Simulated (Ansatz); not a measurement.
# TaN: bands on a fine mesh, and optics, part 2 of 2

What do the bands imply for light and for carriers? Levels are solved on a fine mesh after the ground state. Runs: cell and atoms relaxed (PAW); reference run (PAW and LAPW).

Ansatz 0.2.0; DFT PBEsol. The steps go on from the part before.

## 3. Reference run, fine mesh, PAW

Input file input.yaml:

```yaml
crystal:
  lattice:
    - [0.0, 2.18784259691, 2.18784259691]
    - [2.18784259691, 0.0, 2.18784259691]
    - [2.18784259691, 2.18784259691, 0.0]
  atoms:
    - { symbol: Ta, position: [0.5, 0.5, 0.5] }
    - { symbol: "N", position: [0.0, 0.0, 0.0] }
kpoints:
  mp_grid: { grid: [12, 12, 12] }
scf:
  occupations: { method: fermi_dirac, width: 0.05 }
hamiltonian:
  xc: pbesol
  pseudopotentials: { kind: paw }
output:
  forces: true
  stress: true
  eigenvalues: true
  eigenstates:
    nscf_kmesh: { grid: [20, 20, 20] }
    de_dk: true
    e_range: [-14, 14]
  optics:
    e_range: [0, 25]
    de: 0.2
    sigma: 0.15
    bands: { spectra_wanted_up_to: 25 }
    nscf_kmesh: { grid: [20, 20, 20] }
    drude_damping: 0.1
checkpoint:
  write: ck
  write_wavefunctions: false
```

Started as:

```
> ansatz run input.yaml --threads 1 --pin off --max-ram 3072MiB --backend cpu --events-out ev --progress --plain --runs-dir out
```

The program printed:

```text
[... 7 set-up lines as earlier in the session ...]
Crystal: 2 atoms, lattice volume = 20.945 Å³
Basis set: ecut = 420 eV, 411 PW (Γ), exchange–correlation on 48×48×48 points (8 copies of the dense FFT grid, shifted against one another)
Bands: 13, of which v1, the nominal top of the filled ones, is band 9 counted from 1 (8 counted from 0)
[... 1 set-up line as earlier in the session ...]
Space group: Fm-3m (ITA 225), of the structure as read, at distance tolerance 2.8e-5 Å
k-points: 72 of 1728
[... 10 set-up lines as earlier in the session ...]
SCF iter   1: F=—  HF=-10187.071160 eV  |F-HF|=—  |Δ(HF+E_count)|=         —  Δρ=1.48e-2  dr2=4.74e-2  ethr=1.77e-3  ⟨swp⟩=6.0  Hψ=11166  notcnv=0  defer=16
automatic band count: the SCF goes on with 17 bands, as 13 were too few: the levels above may hold too much charge
preconditioner: auto → none  [metal: Δε(μ)=0.035 eV  Ē_g=15.648 eV  σ=0.050 eV  W_gap=0.17  n_scr=8 (ndim 8)  ℏωp=25.7 eV  f_vac=0.000  D(μ)=1.14/eV (n_scr^D=14)  sad-step TF]
SCF iter   2: F=—  HF=-10187.064706 eV  |F-HF|=—  |Δ(HF+E_count)|=   6.45e-3  Δρ=9.70e-3  dr2=2.22e-2  ethr=2.64e-4  ⟨swp⟩=1.3  Hψ=1819  notcnv=0  defer=61
SCF iter   3: F=—  HF=-10187.059378 eV  |F-HF|=—  |Δ(HF+E_count)|=   5.33e-3  Δρ=9.58e-4  dr2=1.43e-4  ethr=1.24e-4  ⟨swp⟩=2.3  Hψ=1655  notcnv=0  defer=66
SCF iter   4: F=—  HF=-10187.059305 eV  |F-HF|=—  |Δ(HF+E_count)|=   7.39e-5  Δρ=1.22e-4  dr2=3.82e-6  ethr=7.93e-7  ⟨swp⟩=2.7  Hψ=1784  notcnv=0  defer=66
SCF iter   5: F=—  HF=-10187.059303 eV  |F-HF|=—  |Δ(HF+E_count)|=   1.64e-6  Δρ=1.49e-5  dr2=1.96e-8  ethr=2.12e-8  ⟨swp⟩=2.8  Hψ=1671  notcnv=0  defer=66
SCF iter   6: F=—  HF=-10187.059304 eV  |F-HF|=—  |Δ(HF+E_count)|=   7.03e-7  Δρ=1.88e-6  dr2=1.24e-10  ethr=1.09e-10  ⟨swp⟩=2.4  Hψ=1720  notcnv=0  defer=66
SCF iter   7: F=-10187.059304 eV  HF=-10187.059304 eV  |F-HF|=5.46e-12  |Δ(HF+E_count)|=  2.76e-10  Δρ=1.01e-7  dr2=1.11e-12  ethr=1.00e-12  ⟨swp⟩=9.3  Hψ=5385  notcnv=0
SCF 1 converged in 7 iterations: F = -10187.059304 eV  dr2 = 1.11e-12
NSCF: frozen V_eff on 256 k-points
Optics k sum: 0 of 256 k-points
[...]
NSCF: frozen V_eff on 256 k-points
output.optics: what the bands over the 29 summed would add to eps1, eps2 and the energy-loss function is held between a lower and an upper bound (5 Lanczos steps). eps1, eps2 and their loss function (loss_summed_bands) are given on every row as the summed bands alone make them. Along an axis, on a row where the two bounds hold the loss function to about 1 % of the greater of itself and 0.5 % of |1/eps|, its cell (loss_completed) is given, with the completed eps1 and eps2 that it is formed of (a cell that is left empty reads nan in the table and null in the record). The two bounds hold it so along every axis on all 125 rows up to 25.000 eV. The run works to bound the rows up to 25.000 eV and no higher ones: a peak of the loss function over that energy may be left empty with no warning. To have the run work for it, set output.optics.bands.spectra_wanted_up_to to a higher energy. perfect_screening_sum, loss_f_sum_n_eff and, beside carriers, perfect_screening_limit are those of loss_summed_bands: over the bounded function the two sums would run over rows that are not all bounded, and lack what the bands left out lay past the top of the energy grid. Bounded is said of the bands left out alone, which are those that the basis at basis.ecutwfc holds: it says nothing of that cutoff, of the k-point mesh, of what the sum inside its cells errs by (eps2_relative_error), of the factors of all_electron_strengths, nor of how far the SCF is converged. The bands left out are taken at the k-points, and what their mean over the points' cells stands off that by is in neither bound: the run's estimate of it, which the test of a row counts in, is 0.03 % of |eps| at the most among the values given; where the mean stood off by over 0.5 % the points' spread read 0.1 to 3 times that
SCF converged after 7 iterations
Free energy (F): -10187.059304 eV
Harris-Foulkes:  -10187.059304 eV  (|F-HF|=5.46e-12)
Internal energy: -10187.050196 eV  (E = F + TS)
E sigma→0 (E₀):  -10187.054750 eV
Entropy (-TS):   -0.009108 eV (-4.554 meV/atom)
Fermi energy:    21.842017 eV
--- Per-component energies (eV) ---
  E_band       = -40.869403
  E_kinetic    = 501.631486
  E_local      = -574.534072  (includes V_loc(G=0)·N_el)
  E_nonlocal   = 62.962826
  E_hartree    = 193.310957
  E_xc         = -278.426307
  E_vxc        = -282.381349  (∫ρ·V_xc dr)
  E_paw        = -8395.601637  (= ΣΔE_a)
  E_vpaw       = -135.170435  (= ΣTr[D̂ρ^β])
  E_aug_tail   = 0.000239  (compensation charges beyond the density's cutoff)
  E_ewald      = -1696.635434
  E_core_change = 0.241745  (= ΣΔE_core)
  E_smearing   = -0.009108  (= −TS)
  E_closure    = 0.000000  (closes the sum)
  Σ components = -10187.059304   (vs F -10187.059304, Δ=0.00e0)
--- Forces (eV/Å), atoms counted from 1 ---
  atom   1  Ta     0.00000000    -0.00000000    -0.00000000
  atom   2  N     -0.00000000     0.00000000     0.00000000
  max |Σ_I F_I| component: 1.77e-29 eV/Å
--- Stress (GPa, compression-positive) ---
        0.032850       0.000000       0.000000
       -0.000000       0.032850      -0.000000
        0.000000      -0.000000       0.032850
  P = ⅓ Tr σ = 0.0328 GPa (0.328 kbar)
--- Band table (eV; the first three rows and the last of 72) ---
  k-point 0: bands = ["-47.4916", "-13.7365", "-13.7365", "-13.7365", "2.9736", "18.0445", "18.0445", "18.0445", "19.7250", "19.7250", "19.7250", "21.9326", "21.9326", "23.5390", "31.0250", "46.2823", "46.2823"]
  k-point 1: bands = ["-47.4875", "-13.8028", "-13.7424", "-13.7424", "3.1468", "17.2021", "17.4686", "17.4686", "19.9944", "19.9944", "20.0809", "22.6170", "22.6170", "24.0383", "31.5488", "43.9469", "45.0089"]
  k-point 2: bands = ["-47.4763", "-13.9799", "-13.7585", "-13.7585", "3.6328", "15.6915", "16.4475", "16.4475", "20.5359", "20.6048", "20.6048", "24.1229", "24.1229", "25.1865", "32.9024", "41.0020", "42.4724"]
  k-point 71: bands = ["-47.4099", "-14.2806", "-14.2806", "-14.0680", "4.9338", "14.3308", "15.0406", "15.0406", "21.6969", "21.6969", "25.5663", "26.1022", "26.5108", "31.9852", "33.9281", "33.9281", "37.2369"]
--- Fermi surface from the table of eigenstates, both spin states counted (twice the sheets' area in a run without spin) ---
  How far the three rows differ hints at the mesh's error and does not bound it.
  reading                E - E_F (eV)   area (Å⁻²)  resistivity times mean free path along x, y, z (Ω·m²), under one mean free path over the surface
  by tetrahedra                0.0326       60.981  5.0133e-16  5.0133e-16  5.0133e-16
  by the states' slopes        0.0376       63.100  4.8449e-16  4.8449e-16  4.8449e-16
  on every second point        0.0031       53.640  5.6994e-16  5.6994e-16  5.6994e-16
```

Wall time 65 s (1 thread of AMD EPYC 9R45 (Zen 5), shared host); peak memory 0.98 GiB.

Dielectric function (mesh 20×20×20, lines of 0.15 eV; smoothed further over energy, so single values depart from the program's file; independent particles, no excitons); n, R and the loss function are for light polarised along x:

```tsv
E (eV)	Re εxx	Im εxx	n	R	loss
1.0	-131.20	22.38	0.97	0.971	0.001
2.0	-28.26	7.06	0.66	0.916	0.008
3.0	-9.21	2.48	0.40	0.857	0.027
4.0	-0.88	2.89	1.04	0.320	0.317
5.0	2.05	4.36	1.85	0.222	0.188
6.0	3.40	5.93	2.26	0.268	0.127
7.0	2.40	6.71	2.18	0.301	0.132
8.0	1.86	7.39	2.18	0.329	0.127
9.0	0.02	6.96	1.87	0.361	0.144
10.0	-0.92	6.83	1.73	0.391	0.144
11.0	-1.02	6.46	1.66	0.388	0.151
12.0	-3.76	5.75	1.25	0.519	0.122
13.0	-3.19	2.25	0.60	0.608	0.148
14.0	-1.90	2.06	0.67	0.478	0.263
15.0	-1.30	1.51	0.59	0.434	0.381
16.0	-0.85	1.16	0.54	0.385	0.558
17.0	-0.35	1.43	0.75	0.245	0.661
18.0	-0.50	1.25	0.65	0.286	0.690
19.0	-0.20	1.06	0.66	0.222	0.909
20.0	0.47	1.50	1.01	0.120	0.606
21.0	-0.09	1.43	0.82	0.194	0.696
22.0	-0.31	1.16	0.67	0.245	0.807
23.0	-0.35	0.76	0.49	0.302	1.085
24.0	-0.09	0.51	0.46	0.244	1.897
25.0	0.26	0.41	0.61	0.096	1.723
```

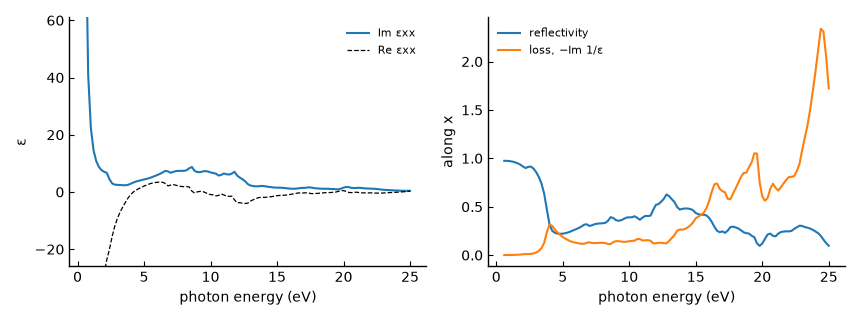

Dielectric function, reflectivity and loss function (mesh 20×20×20, lines of 0.15 eV).

Sheets of the Fermi surface:

```tsv
spin	band	filled share of the zone	states (1/eV/cell)	mean speed (10⁶ m/s)	area (1/Å²)
both	9	0.836	0.445	1.06	18.37
both	10	0.108	0.254	0.93	9.23
both	11	0.056	0.103	0.99	3.99
```

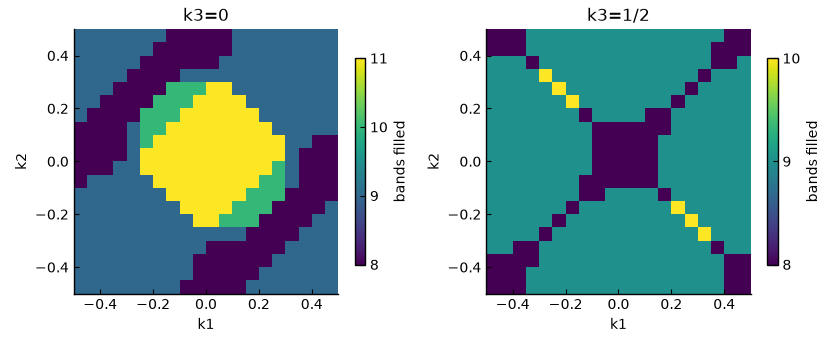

Cuts through the zone, coloured by the number of bands under the Fermi level; borders are the Fermi surface at the mesh's resolution.

## 4. Reference run, fine mesh, LAPW

Edit input.yaml of step 3 so:

```diff
@@ -14,3 +14,3 @@
   xc: pbesol
-  pseudopotentials: { kind: paw }
+  pseudopotentials: { kind: all_electron, lapw: { basis_error: 0.001 } }
 output:
```

Started as:

```
> ansatz run input.yaml --threads 1 --pin off --max-ram 3072MiB --backend cpu --events-out ev --progress --plain --runs-dir out
```

The program printed:

```text
LAPW: plane waves up to 9.770 Å⁻¹, error target 1.0e-3 eV per atom; small_component_spin mean_spin; N in spheres of 0.925 Å, 7 of its electrons in bands, Dirac shells []; Ta in spheres of 1.262 Å, 43 of its electrons in bands, Dirac shells [] (how accurate: hamiltonian.pseudopotentials.lapw.basis_error, Limitations)
[... 1 set-up line as earlier in the session ...]
Pseudopotentials: kind: all_electron
Pseudopotential: Ta, LAPW, valence charge 43, lapw/all_electron/scalar/gaussian/Ta, Koelling and Harmon's equation, gaussian nucleus
Pseudopotential: N, LAPW, valence charge 7, lapw/all_electron/scalar/gaussian/N, Koelling and Harmon's equation, gaussian nucleus
[... 3 set-up lines as earlier in the session ...]
Crystal: 2 atoms, lattice volume = 20.945 Å³
Basis set: ecut = 363.6922859182876 eV, 331 PW (Γ), exchange–correlation at level 2
Bands: 30, of which v1, the nominal top of the filled ones, is band 25 counted from 1 (24 counted from 0)
[... 2 set-up lines as earlier in the session ...]
k-points: 72 of 1728
Non-local potential: Ta, projectors of the file, none
Non-local potential: N, projectors of the file, none
Initial density: superposition of atomic densities (chi_scale 0.1, normalization cell, long waves kept (reshape's long-wave potential 0.00 eV rms))
Initial wavefunctions: plane waves of lowest kinetic energy (no species holds an atomic orbital)
[... 1 set-up line as earlier in the session ...]
iter 1 solved again at ethr=7.85e-3 eV; its pass at ethr=1.00e-1 eV (dr2=3.92e0 eV) is discarded
SCF iter   1: F=—  HF=-425931.743200 eV  |F-HF|=—  |Δ(HF+E_count)|=         —  Δρ=1.25e-1  dr2=3.92e0  ethr=7.85e-3  ⟨swp⟩=2.0  Hψ=13753  notcnv=0
preconditioner: auto → Kerker (q_TF=auto, 3.154 Å⁻¹)  [metal: Δε(μ)=0.020 eV  Ē_g=23.134 eV  σ=0.050 eV  W_gap=0.10  n_scr=14 (ndim 8)  ℏωp=44.4 eV  f_vac=0.000  D(μ)=0.92/eV (n_scr^D=8)]
iter 2 solved again at ethr=2.88e-4 eV; its pass at ethr=7.84e-3 eV (dr2=1.44e-1 eV) is discarded
SCF iter   2: F=—  HF=-425930.137445 eV  |F-HF|=—  |Δ(HF+E_count)|=    1.61e0  Δρ=2.49e-2  dr2=1.44e-1  ethr=2.88e-4  ⟨swp⟩=2.0  Hψ=10863  notcnv=0
SCF iter   3: F=—  HF=-425930.113159 eV  |F-HF|=—  |Δ(HF+E_count)|=         —  Δρ=3.02e-2  dr2=2.63e-1  ethr=2.88e-4  ⟨swp⟩=2.0  Hψ=6822  notcnv=0
the basis was enlarged: its passes take 305.0 KiB over the memory plan, 1 of 1 planned eigensolver slots
SCF iter   4: F=—  HF=-425930.119744 eV  |F-HF|=—  |Δ(HF+E_count)|=   6.59e-3  Δρ=1.16e-2  dr2=3.85e-2  ethr=2.88e-4  ⟨swp⟩=2.0  Hψ=6602  notcnv=0
SCF iter   5: F=—  HF=-425930.066121 eV  |F-HF|=—  |Δ(HF+E_count)|=   5.36e-2  Δρ=3.83e-3  dr2=1.21e-3  ethr=7.70e-5  ⟨swp⟩=2.0  Hψ=6564  notcnv=0
SCF iter   6: F=—  HF=-425930.065275 eV  |F-HF|=—  |Δ(HF+E_count)|=   8.46e-4  Δρ=1.37e-3  dr2=5.18e-4  ethr=2.41e-6  ⟨swp⟩=2.1  Hψ=6513  notcnv=0
SCF iter   7: F=—  HF=-425930.065209 eV  |F-HF|=—  |Δ(HF+E_count)|=   6.57e-5  Δρ=4.20e-4  dr2=3.25e-5  ethr=1.04e-6  ⟨swp⟩=2.0  Hψ=6504  notcnv=0
SCF iter   8: F=—  HF=-425930.065210 eV  |F-HF|=—  |Δ(HF+E_count)|=   1.39e-6  Δρ=1.29e-4  dr2=4.00e-6  ethr=6.50e-8  ⟨swp⟩=2.0  Hψ=6504  notcnv=0
SCF iter   9: F=—  HF=-425930.065209 eV  |F-HF|=—  |Δ(HF+E_count)|=   1.15e-6  Δρ=4.10e-5  dr2=4.08e-7  ethr=8.00e-9  ⟨swp⟩=2.0  Hψ=6504  notcnv=0
SCF iter  10: F=—  HF=-425930.065209 eV  |F-HF|=—  |Δ(HF+E_count)|=   1.49e-7  Δρ=6.87e-6  dr2=8.46e-9  ethr=8.15e-10  ⟨swp⟩=2.1  Hψ=6508  notcnv=0
SCF iter  11: F=—  HF=-425930.065209 eV  |F-HF|=—  |Δ(HF+E_count)|=   3.26e-9  Δρ=1.59e-6  dr2=3.78e-10  ethr=1.69e-11  ⟨swp⟩=2.2  Hψ=6517  notcnv=0
SCF iter  12: F=—  HF=-425930.065209 eV  |F-HF|=—  |Δ(HF+E_count)|=  5.82e-11  Δρ=5.84e-7  dr2=5.81e-11  ethr=7.70e-12 (applied; sched 1.00e-12)  ⟨swp⟩=2.0  Hψ=6504  notcnv=0
SCF iter  13: F=—  HF=-425930.065209 eV  |F-HF|=—  |Δ(HF+E_count)|=  3.49e-10  Δρ=2.26e-7  dr2=1.12e-11  ethr=7.70e-12 (applied; sched 1.00e-12)  ⟨swp⟩=2.0  Hψ=6504  notcnv=0
SCF iter  14: F=-425930.065209 eV  HF=-425930.065209 eV  |F-HF|=2.91e-10  |Δ(HF+E_count)|=  5.82e-11  Δρ=7.52e-8  dr2=5.46e-13  ethr=7.70e-12 (applied; sched 1.00e-12)  ⟨swp⟩=2.0  Hψ=6504  notcnv=0
SCF 1 converged in 14 iterations: F = -425930.065209 eV  dr2 = 5.46e-13
NSCF: frozen V_eff on 256 k-points
the basis was enlarged: its passes take 11.7 MiB over the memory plan, 1 of 1 planned eigensolver slots
NSCF: frozen V_eff on 256 k-points
SCF converged after 14 iterations
Free energy (F): -425930.065209 eV
Harris-Foulkes:  -425930.065209 eV  (|F-HF|=2.91e-10)
Internal energy: -425930.056081 eV  (E = F + TS)
E sigma→0 (E₀):  -425930.060645 eV
Entropy (-TS):   -0.009128 eV (-4.564 meV/atom)
Fermi energy:    27.201376 eV
--- Per-component energies (eV) ---
  E_band       = -4680.158780
  E_kinetic    = 475234.248135
  E_xc         = -8680.653704
  E_electrostatic = -892483.650512  (all electrons and nuclei)
  E_smearing   = -0.009128  (= −TS)
  E_closure    = 0.000000  (closes the sum)
  E_atoms      = -425908.901655  (free atoms, spherical and without spin; not in F)
  Σ components = -425930.065209   (vs F -425930.065209, Δ=0.00e0)
  Basis errors (estimates in eV, not in F): energy 3.5e-4 per atom: plane waves 3.0e-4 (1.7e-4 summed), levels above the bands 1.1e-80, relativity 3.9e-8, radial functions 4.5e-5, core shells 6.5e-7; eigenvalues (radial functions only) 4.6e-6; not estimated: angular momenta, meshes, grids; target (lapw.basis_error) 1.0e-3; muffin-tin radii N 0.925 Å, Ta 1.262 Å
--- Forces (eV/Å), atoms counted from 1 ---
  atom   1  Ta    -0.00000000    -0.00000000     0.00000000
  atom   2  N     -0.00000000     0.00000000    -0.00000000
  max |Σ_I F_I| component: 2.04e-30 eV/Å
--- Stress (GPa, compression-positive) ---
        0.031401       0.000000       0.000000
        0.000000       0.031401       0.000000
        0.000000       0.000000       0.031401
  P = ⅓ Tr σ = 0.0314 GPa (0.314 kbar)
--- Band table (eV; the first three rows and the last of 72) ---
  k-point 0: bands = ["-369.0153", "-369.0153", "-369.0153", "-349.7121", "-190.8102", "-190.8102", "-190.7824", "-190.7824", "-190.7824", "-42.1437", "-8.3898", "-8.3898", "-8.3898", "6.0796", "6.0796", "6.0796", "6.1231", "6.1579", "6.1579", "6.1579", "8.3321", "23.4170", "23.4170", "23.4170", "25.0822", "25.0822", "25.0822", "27.2850", "27.2850", "28.9019"]
  k-point 1: bands = ["-369.0153", "-369.0153", "-369.0153", "-349.7121", "-190.8102", "-190.8102", "-190.7824", "-190.7824", "-190.7824", "-42.1396", "-8.4560", "-8.3957", "-8.3957", "6.0758", "6.0822", "6.0822", "6.1251", "6.1551", "6.1551", "6.1581", "8.5091", "22.5736", "22.8393", "22.8393", "25.3520", "25.3520", "25.4400", "27.9703", "27.9703", "29.4005"]
  k-point 2: bands = ["-369.0153", "-369.0153", "-369.0153", "-349.7121", "-190.8102", "-190.8102", "-190.7824", "-190.7824", "-190.7824", "-42.1285", "-8.6330", "-8.4118", "-8.4118", "6.0665", "6.0895", "6.0895", "6.1308", "6.1475", "6.1475", "6.1584", "9.0052", "21.0650", "21.8168", "21.8168", "25.8964", "25.9628", "25.9628", "29.4765", "29.4765", "30.5475"]
  k-point 71: bands = ["-369.0153", "-369.0153", "-369.0153", "-349.7121", "-190.8102", "-190.8102", "-190.7824", "-190.7824", "-190.7824", "-42.0624", "-8.9337", "-8.9337", "-8.7212", "6.0951", "6.1122", "6.1122", "6.1205", "6.1205", "6.1208", "6.1647", "10.3229", "19.6993", "20.4077", "20.4077", "27.0569", "27.0569", "30.9235", "31.4614", "31.8624", "37.3367"]
--- Fermi surface from the table of eigenstates, both spin states counted (twice the sheets' area in a run without spin) ---
  How far the three rows differ hints at the mesh's error and does not bound it.
  reading                E - E_F (eV)   area (Å⁻²)  resistivity times mean free path along x, y, z (Ω·m²), under one mean free path over the surface
  by tetrahedra                0.0328       61.001  5.0116e-16  5.0116e-16  5.0116e-16
  by the states' slopes        0.0377       63.126  4.8430e-16  4.8430e-16  4.8430e-16
  on every second point        0.0033       53.661  5.6971e-16  5.6971e-16  5.6971e-16
```

Run time: 81 s. Hardware: 1 thread of AMD EPYC 9R45 (Zen 5), shared host; peak memory 0.56 GiB.

Dielectric function (mesh 20×20×20, lines of 0.15 eV; the Drude term is formed anew from the plasma energy of the Fermi-surface sheets, so it departs from the program's file; smoothed further over energy, so single values depart from the program's file; independent particles, no excitons); n, R and the loss function are for light polarised along x:

```tsv
E (eV)	Re εxx	Im εxx	n	R	loss
1.0	-145.68	33.62	1.38	0.964	0.002
2.0	-30.09	6.36	0.58	0.930	0.007
3.0	-9.74	2.59	0.41	0.862	0.026
4.0	-1.09	2.99	1.02	0.343	0.295
5.0	2.02	4.43	1.86	0.225	0.187
6.0	3.15	6.08	2.24	0.274	0.130
7.0	2.56	7.09	2.25	0.310	0.125
8.0	1.86	7.62	2.20	0.335	0.124
9.0	0.09	7.41	1.94	0.369	0.135
10.0	-0.77	6.93	1.76	0.387	0.143
11.0	-1.12	6.23	1.61	0.389	0.156
12.0	-3.20	5.68	1.29	0.490	0.134
13.0	-3.14	2.57	0.68	0.578	0.156
14.0	-1.91	2.02	0.66	0.482	0.262
15.0	-1.21	1.50	0.60	0.419	0.405
16.0	-0.81	1.16	0.55	0.374	0.582
17.0	-0.28	1.43	0.77	0.232	0.675
18.0	-0.38	1.27	0.69	0.257	0.722
19.0	-0.01	1.04	0.72	0.174	0.959
20.0	0.43	1.42	0.98	0.119	0.646
21.0	0.15	1.48	0.90	0.158	0.671
22.0	-0.04	1.39	0.82	0.185	0.719
23.0	-0.18	1.21	0.72	0.213	0.806
24.0	-0.14	0.86	0.60	0.214	1.140
25.0	0.00	0.63	0.56	0.184	1.583
```

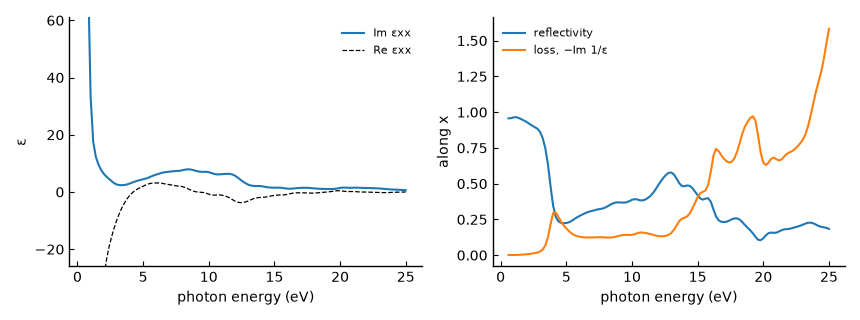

Dielectric function, reflectivity and loss function (mesh 20×20×20, lines of 0.15 eV).

Sheets of the Fermi surface:

```tsv
spin	band	filled share of the zone	states (1/eV/cell)	mean speed (10⁶ m/s)	area (1/Å²)
both	25	0.836	0.445	1.06	18.38
both	26	0.108	0.254	0.93	9.23
both	27	0.056	0.103	0.99	4.00
```

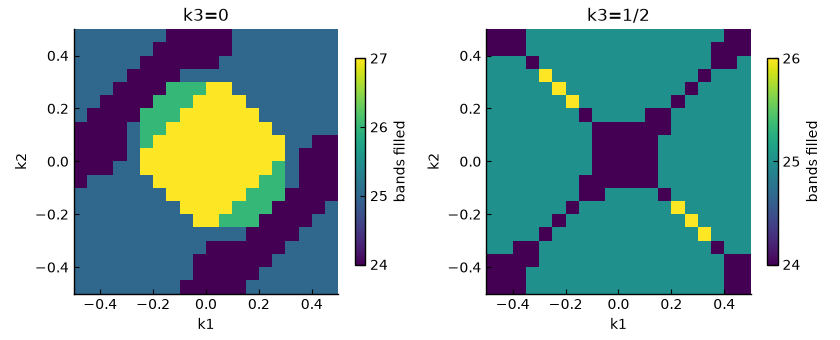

Cuts through the zone, coloured by the number of bands under the Fermi level; borders are the Fermi surface at the mesh's resolution.

## 5. Side by side

| run | mesh | states at the Fermi level (1/eV/atom) | plasma energy x, y, z (eV) | mean speed (10⁶ m/s) |
| --- | --- | --- | --- | --- |
| reference run, PAW | 20×20×20 | 0.40 | 10.52, 10.52, 10.52 | 1.01 |
| reference run, LAPW | 20×20×20 | 0.40 | 10.52, 10.52, 10.52 | 1.01 |

## 6. Summary of results

This closing draws on all 2 parts.

| quantity | value |
| --- | --- |
| states at the Fermi level (PAW) | 0.40 per eV and atom |
| bare Sommerfeld coefficient | 0.95 mJ/(K² mol of atoms) |
| plasma energy (x, y, z) | 10.5, 10.5, 10.5 eV |

What this shows: It is a metal with 3 bands crossing the Fermi level, 0.40 states per eV and atom there and a mean speed of 1.01 × 10⁶ m/s. These are bare band values on this mesh, without coupling to phonons. The spectra hold no excitons and no local fields. Cautions: frozen-core PAW files fitted under PBE, their cores solved anew for the functional of the run; no spin-orbit coupling on heavy atoms; these sums move with the mesh, by several per cent and more for small sheets.
